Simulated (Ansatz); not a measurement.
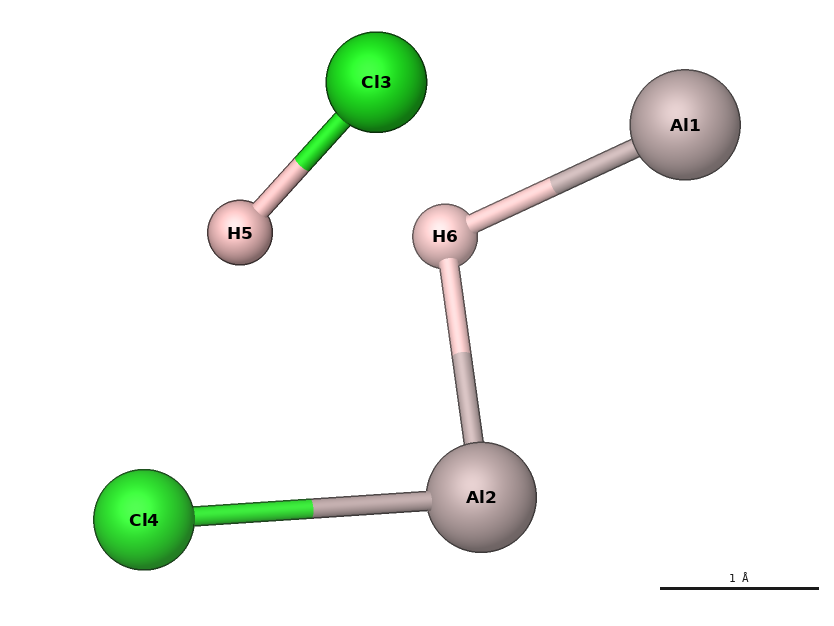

The computed structure is the end point of a PBE-D4/def2-SVP optimisation. No frequency run is at hand to confirm it as a minimum.

Find the hydrogen bonds (donors O, N, F, S or Cl) and give their geometry.

```json
{"D–H···A": "Cl3–H5···Cl4", "D–H (Å)": "1.35", "H···A (Å)": "2.08", "angle (°)": "157", "kind": "intermolecular"}
```
